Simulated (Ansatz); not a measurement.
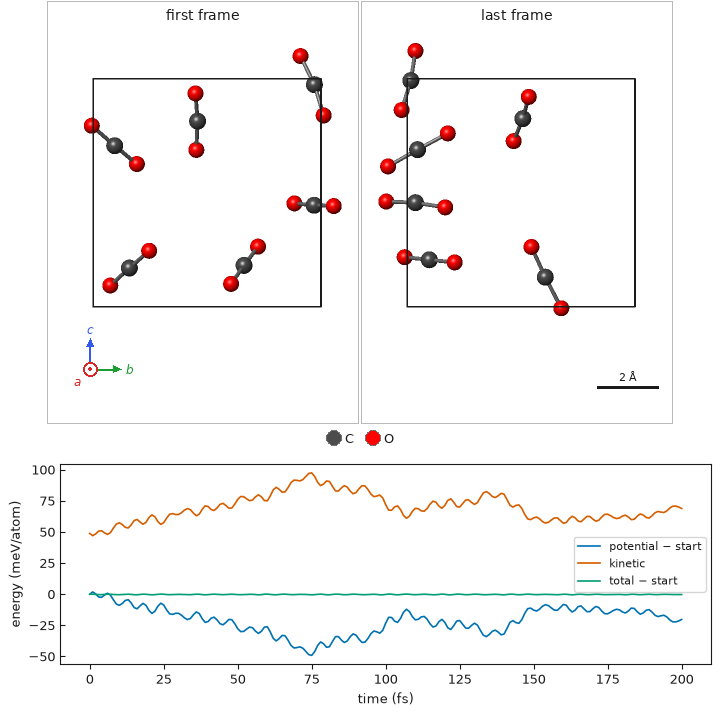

Molecular dynamics of a periodic cell with 6 CO2 at 1.007 g/cm³, 200 fs long. It starts from the last geometry of an earlier run, with fresh velocities. A ball-and-stick model of the simulation cell, seen along the a axis.

These are results of DFT PBE-D3(BJ), scalar-relativistic, plane waves, PAW (Ansatz 0.2.0), not measurements. Set-up: plane-wave cutoff 150 eV; k-point mesh 1 × 1 × 1; Fermi-Dirac smearing 0.05 eV; constant energy (NVE); velocities drawn for 400 K; time step 1 fs.

### Check the integration.

The total energy stays between −0.48 and 0.13 meV per atom of its start. A straight-line fit has a slope that amounts to −0.019 meV per atom over 200 fs (under 0.1 % of the mean kinetic energy), and the ripple about it is 1.4 % of the kinetic energy's fluctuation. With a drift under 2 % and a ripple under 7 %, the integration is accurate. The plane-wave cutoff is below what these potentials need, so energies and forces are off. The mean temperature in the second half is 549 K (standard deviation 53 K). The potential energy is still drifting at the end, so the run hasn't reached equilibrium. The potential energy in the second half lies on average 18.4 meV per atom below the first frame.

Limits of the set-up: the cutoff lies below the recommended one; the periodic images lie only 7.6 Å apart, so the values are limited by the cell's size.

Cost: 110 s on 1 thread of Arm Neoverse V1, on a shared host, peak memory 0.27 GiB.
